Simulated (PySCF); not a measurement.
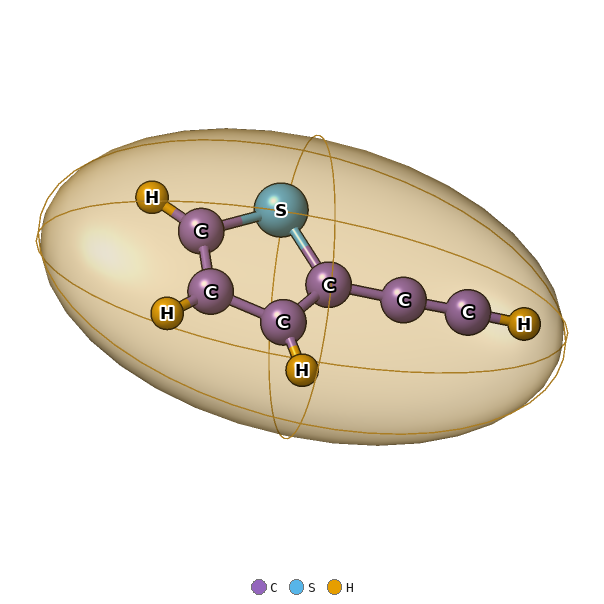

The ellipsoid shows the static dipole polarisability: its half-axes are proportional to the principal values. The computed structure is the end point of a GFN2-xTB optimisation. No frequency run is at hand to confirm it as a minimum. Computed with B3LYP/def2-SVPD (PySCF 2.14.0).

> How large and how anisotropic is the polarisability?

Principal values 52.1, 84.4, 131.8 bohr³; mean 89.4 bohr³ (13.25 Å³); anisotropy 69.4 bohr³, so the longest axis is 2.53 times the shortest.
